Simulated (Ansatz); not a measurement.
# CH₃OSSi (SMILES [SiH+]=COS) (charge +1): what the fields show

```xyz
7

Si   -1.4279    0.1464    0.8708
C     0.2971    0.8572    0.2242
O     1.0626    0.0744   -0.3934
S     0.3358   -1.4273   -0.7985
H    -2.0608    0.6521   -0.3981
H     0.7533    1.8334    0.4006
H     1.0399   -2.1362    0.0943
```

The calculation used Ansatz 0.2.0, RHF/def2-SVPD.

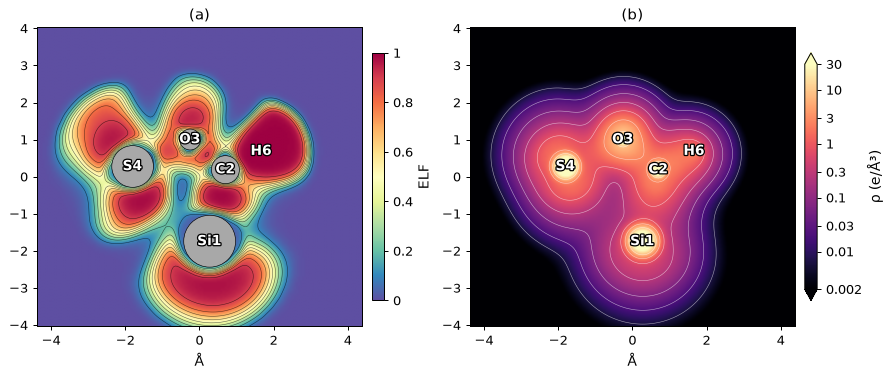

Figure 1. (a) electron localisation function; (b) total electron density on the plane of atoms Si1, C2 and H6. Grey discs cover the atomic cores in the ELF map.

> What does the map show?

Atoms in the plane: Si, C, O, S and H.
C–O (1.26 Å): ρ is about 3.1 e/Å³ halfway; the ELF peaks at about 0.90 between the atoms, as expected for a polar covalent bond.
S–O (1.72 Å): the density is about 1.2 e/Å³ at the midpoint, with its minimum of 1.1 e/Å³ about 0.7 Å from S; the ELF peaks at about 0.90 between the atoms: a polar covalent bond.
C–Si (1.97 Å): ρ at the midpoint is about 0.84 e/Å³; the ELF peaks at about 1 between the atoms, as expected for a covalent bond.
C–H (1.09 Å): ρ at the midpoint is about 2.2 e/Å³; the ELF climbs to about 1 towards the hydrogen, as it does in any bond to H (an ordinary covalent bond to hydrogen).
The ELF also peaks beside Si1, S4 and O3, away from the bonds: lone-pair regions.

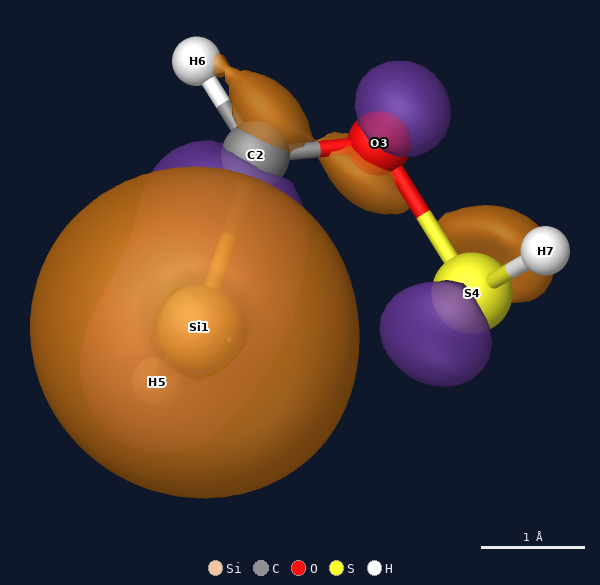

Figure 2. The HOMO at ±0.1 Å⁻³ᐟ² (orange and purple are the two phases), seen across its widest extent.

> Where does this orbital lie, and at what energy?

It lies mainly on Si1 (about 75 %), C2 (about 10 %) and H5 (about 10 %). Its energy is −14.78 eV.

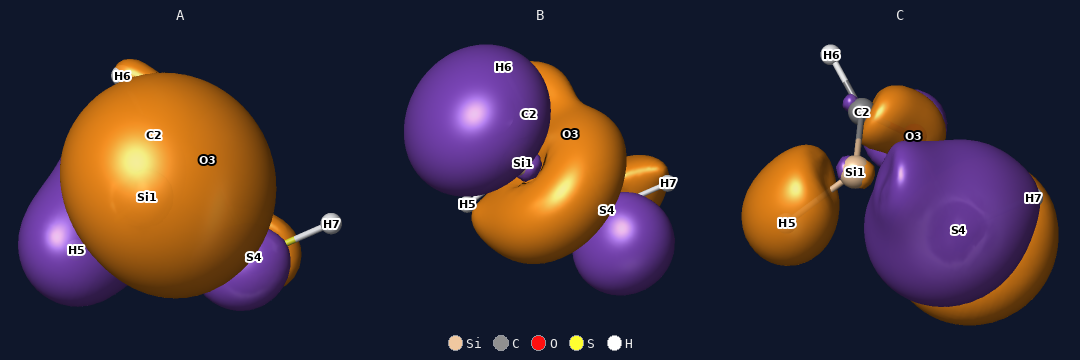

Figure 3. Three frontier orbitals at ±0.08 Å⁻³ᐟ² (orange and purple are the two phases), in no order.

> Which picture is the HOMO−1, the HOMO and the LUMO?

C is the HOMO−1 (−17.12 eV). It lies mainly on S4 (about 75 %) and O3 (about 5 %); largely a lone pair of S4. A is the HOMO (−14.78 eV). Its weight (Hirshfeld) is mainly on Si1 (about 75 %), C2 (about 10 %) and H5 (about 10 %). B is the LUMO (−4.50 eV). By Hirshfeld shares it lies mainly on Si1 (about 60 %), S4 (about 20 %) and C2 (about 10 %).

> What is the HOMO–LUMO gap?

10.28 eV between the orbital energies.
